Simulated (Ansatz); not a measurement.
# CH6ClSbSi (SMILES [CH3][Sb]([SiH3])[Cl]) at r2SCANx+LYPc(a = 0.5)/def2-TZVP (core potential, exact exchange 0.5)

What is the energy change on altering one bond length of CH6ClSbSi at r2SCANx+LYPc(a = 0.5)/def2-TZVP (core potential, exact exchange 0.5)? 

The calculation is run with Ansatz 0.2.0.

5 further runs of the same task are left out: 1 for a known fault of the program, 2 that didn't finish, 2 set aside as unsound or not needed.

### 1 The structure to begin with

The species is CH6ClSbSi (10 atoms), meant as a singlet with charge 0. SMILES: `[CH3][Sb]([SiH3])[Cl]`. The coordinates come from a PBE0-D4/def2-TZVP relaxation.

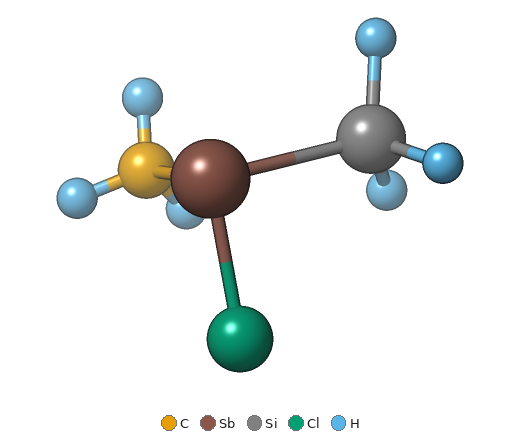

Viewed from a chosen angle; carbon amber, antimony brown, silicon grey, chlorine teal, hydrogen blue.

### 2 A single-point energy at r2SCANx+LYPc(a = 0.5)/def2-TZVP (core potential, exact exchange 0.5)

The input, in.yaml:

```yaml
crystal:
  periodic: [false, false, false]
  atoms:
    - {symbol: C, position_ang: [-0.469000, 1.667600, -0.045000]}
    - {symbol: Sb, position_ang: [-0.859000, -0.044000, 1.206100]}
    - {symbol: Si, position_ang: [1.011100, -1.444800, 0.104400]}
    - {symbol: Cl, position_ang: [-2.517600, -0.971100, -0.217200]}
    - {symbol: H, position_ang: [-0.398200, 1.357400, -1.086200]}
    - {symbol: H, position_ang: [-1.282600, 2.381900, 0.076500]}
    - {symbol: H, position_ang: [0.468500, 2.129700, 0.271100]}
    - {symbol: H, position_ang: [0.829100, -2.879900, 0.441800]}
    - {symbol: H, position_ang: [0.968400, -1.257900, -1.369500]}
    - {symbol: H, position_ang: [2.332600, -0.989900, 0.621100]}
basis:
  gaussian: {orbitals: def2-TZVP}
total_charge: 0
output: {orbitals: {seedname: orbitals}}
hamiltonian:
  xc:
    text: |
      parameter a = 0.5
      exchange = (1 - a)*r2scan_x + a*exact_x
      correlation = lyp_c
```

The run is started by

```sh
ansatz run in.yaml --threads 1 --pin off --max-ram 2610MiB --events-out events.jsonl --progress --plain --runs-dir runs
```

The program printed:

```text
Warning: RAYON_NUM_THREADS=1 ignored (pool sized by the plan → 1); use --threads N
Functional definition: unnamed
  parameter a = 0.5
  exchange = (1 - a)*r2scan_x + a*exact_x
  correlation = lyp_c
1522 factors; their error is unknown
mean field evaluation 1: about -28070.4727 eV, gradient 3.9e1 eV
mean field evaluation 2: about -28071.0449 eV, gradient 3.6e1 eV
mean field evaluation 4: about -28074.3402 eV, gradient 1.4e0 eV
mean field evaluation 8: about -28074.8154 eV, gradient 9.3e-1 eV
mean field evaluation 16: about -28074.8162 eV, gradient 9.2e-5 eV
mean field -28074.81616246 eV, -1031.7304641765 hartree, gradient 3.3e-5 eV, S^2 0.000000; 0 other end points of the search recorded, 0 dependent functions left out
reference -28074.81617280 eV, -1031.7304645565 hartree; 33, 33 occupied and 158, 158 virtual orbitals, 1522 factors
Total energy: -28074.81617280 eV, -1031.7304645565 hartree
```

Run time: 20 s. Hardware: 1 thread of Arm Neoverse V1, shared host; peak memory 0.56 GiB.

### 3 The distorted shape, same level

The input, in.yaml:

```yaml
crystal:
  periodic: [false, false, false]
  atoms:
    - {symbol: C, position_ang: [-0.287005, 3.102660, -0.382391]}
    - {symbol: Sb, position_ang: [-0.677005, 1.391060, 0.868709]}
    - {symbol: Si, position_ang: [1.193095, -0.009740, -0.232991]}
    - {symbol: Cl, position_ang: [-2.335605, 0.463960, -0.554591]}
    - {symbol: H, position_ang: [-0.216205, 2.792460, -1.423591]}
    - {symbol: H, position_ang: [-1.100605, 3.816960, -0.260891]}
    - {symbol: H, position_ang: [0.650495, 3.564760, -0.066291]}
    - {symbol: H, position_ang: [0.829100, -2.879900, 0.441800]}
    - {symbol: H, position_ang: [1.150395, 0.177160, -1.706891]}
    - {symbol: H, position_ang: [2.514595, 0.445160, 0.283709]}
basis:
  gaussian: {orbitals: def2-TZVP}
total_charge: 0
output: {orbitals: {seedname: orbitals}}
hamiltonian:
  xc:
    text: |
      parameter a = 0.5
      exchange = (1 - a)*r2scan_x + a*exact_x
      correlation = lyp_c
```

The run is started by

```sh
ansatz run in.yaml --threads 1 --pin off --max-ram 2610MiB --events-out events.jsonl --progress --plain --runs-dir runs
```

The program printed:

```text
Warning: RAYON_NUM_THREADS=1 ignored (pool sized by the plan → 1); use --threads N
[... 4 set-up lines as earlier in the session ...]
1522 factors; their error is unknown
mean field evaluation 1: about -28066.0413 eV, gradient 3.9e1 eV
mean field evaluation 2: about -28066.4832 eV, gradient 3.7e1 eV
mean field evaluation 4: about -28069.9007 eV, gradient 1.5e0 eV
mean field evaluation 8: about -28069.9073 eV, gradient 5.4e-2 eV
mean field evaluation 16: about -28070.3767 eV, gradient 2.3e-4 eV
mean field -28070.37669478 eV, -1031.5673167486 hartree, gradient 6.1e-5 eV, S^2 0.000000; 0 other end points of the search recorded, 0 dependent functions left out
reference -28070.37670584 eV, -1031.5673171549 hartree; 33, 33 occupied and 158, 158 virtual orbitals, 1522 factors
Total energy: -28070.37670584 eV, -1031.5673171549 hartree
```

Run time: 20 s. Hardware: 1 thread of Arm Neoverse V1, shared host; peak memory 0.55 GiB.

### 4 Outcome

Level: r2SCANx+LYPc(a = 0.5)/def2-TZVP (core potential, exact exchange 0.5).

| quantity | value |
| --- | --- |
| first shape: total energy | -1031.73046 Eh |
| first shape: HOMO energy | -8.04 eV |
| first shape: LUMO energy | -0.49 eV |
| first shape: HOMO–LUMO gap | 7.55 eV |
| distorted shape: total energy | -1031.56732 Eh |
| distorted shape: HOMO energy | -7.62 eV |
| distorted shape: LUMO energy | -2.67 eV |
| distorted shape: HOMO–LUMO gap | 4.96 eV |
| energy change with the Si3–H8 bond stretched from 1.485 to 2.971 Å | 4.439 eV |

What this shows: With the Si3–H8 bond stretched from 1.485 to 2.971 Å the energy rises by 4.44 eV (102 kcal/mol). The first shape isn't relaxed at this level, so the change isn't measured from a minimum. A restricted reference can't describe the breaking bond well at this length.
